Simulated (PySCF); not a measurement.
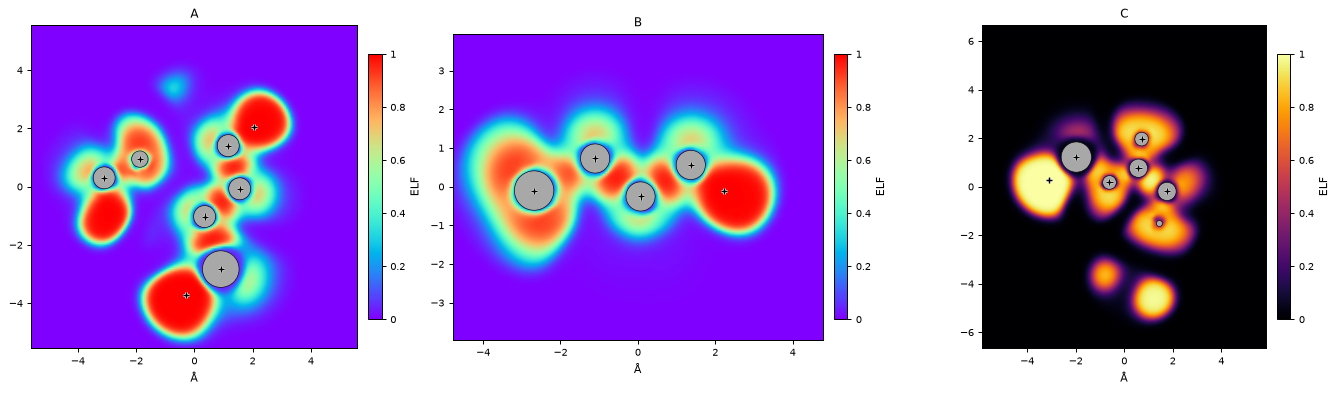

The electron localisation function of 3 systems, each on a plane through atoms (crosses mark nuclei in the plane; grey discs cover the cores).

Method: PBE0/pcSseg-1, SCF density, gas phase, non-relativistic (PySCF 2.14.0).

System 1: C₅H₁₄O₃Si₂ (SMILES C[Si](C)(C)OCC(=O)O[SiH3]), the plane of atoms C6, C7 and O8. Geometry: PBE0-D3(BJ)/def2-SVP.

```xyz
24

C    -2.1857    1.6649    0.6293
Si   -1.4181    0.0562    0.0835
C    -0.5455    0.2188   -1.5697
C    -2.6869   -1.3227    0.0018
O    -0.3026   -0.3205    1.2938
C     0.6800   -1.2834    1.1891
C     1.9681   -0.8245    0.5333
O     2.8367   -1.5898    0.1922
O     2.0782    0.4927    0.3830
Si    3.5231    1.0601   -0.3595
H    -2.6460    1.5553    1.6233
H    -2.9654    1.9942   -0.0751
H    -1.4213    2.4542    0.6944
H    -1.2770    0.3993   -2.3737
H     0.0080   -0.6974   -1.8324
H     0.1683    1.0557   -1.5584
H    -3.1780   -1.4573    0.9781
H    -2.2238   -2.2823   -0.2789
H    -3.4664   -1.1012   -0.7446
H     0.3674   -2.1942    0.6420
H     0.9687   -1.6286    2.1992
H     4.7038    0.7187    0.4751
H     3.3144    2.5315   -0.3940
H     3.6352    0.5181   -1.7391
```

System 2: C₅H₁₀Cl₂ (SMILES CC(C)(CCl)CCl), the plane of atoms C3, C2 and C6. Geometry: GFN2-xTB.

```xyz
17

C    -0.5225   -1.0929    0.9794
C    -0.0394    0.0019    0.0235
C    -1.0608    1.1428   -0.0094
C     1.3127    0.5102    0.5298
Cl    1.9608    1.8319   -0.4745
C     0.0978   -0.5521   -1.3970
Cl    1.2272   -1.9280   -1.4832
H     0.1880   -1.9143    1.0147
H    -0.6422   -0.6936    1.9833
H    -1.4816   -1.4816    0.6465
H    -1.1809    1.5643    0.9856
H    -2.0270    0.7768   -0.3473
H    -0.7347    1.9325   -0.6810
H     2.0547   -0.2879    0.5119
H     1.2192    0.9054    1.5407
H    -0.8630   -0.9150   -1.7612
H     0.4848    0.2115   -2.0716
```

System 3: C₆H₁₅O₂PSi, the plane of atoms C7, C8 and H24. Geometry: PBE0-D3(BJ)/def2-SVP.

```xyz
25

C     2.4987   -0.8998   -1.2391
O     1.7791    0.2388   -0.8602
C     1.3929    0.2722    0.4870
C     0.2615   -0.6974    0.8438
C    -0.9775   -0.5188   -0.0445
Si   -2.2482   -1.8824    0.2868
C    -1.6125    0.8745    0.0820
C    -0.6606    2.0152   -0.2929
P     0.7775    1.9764    0.8184
O     0.4933    2.2349    2.2657
H     1.8891   -1.8210   -1.1923
H     3.3927   -1.0440   -0.6024
H     2.8263   -0.7541   -2.2775
H     2.2586    0.0987    1.1580
H     0.6336   -1.7344    0.7875
H     0.0062   -0.5173    1.9026
H    -0.6587   -0.6561   -1.0956
H    -2.7650   -1.7888    1.6878
H    -3.4008   -1.7567   -0.6586
H    -1.6145   -3.2257    0.1012
H    -2.5105    0.9369   -0.5544
H    -1.9540    1.0314    1.1203
H    -0.2902    1.9054   -1.3256
H    -1.1508    2.9968   -0.1976
H     1.7527    2.8059    0.1884
```

**Match each panel to its system.**

Panel A is system 3, C₆H₁₅O₂PSi: the plane holds C, O, Si and H. C–O (1.40 Å): the ELF peaks at about 0.90 between the atoms: a shared but strongly polarised pair. Panel B is system 2, C₅H₁₀Cl₂: the plane holds C, Cl and H. C–C (1.53 Å): the ELF peaks at about 0.95 between the atoms: localised, covalent bonding. Panel C is system 1, C₅H₁₄O₃Si₂: the plane holds C, O, Si and H. C–O (1.21 Å): the ELF peaks at about 0.85 between the atoms: a multiple bond.
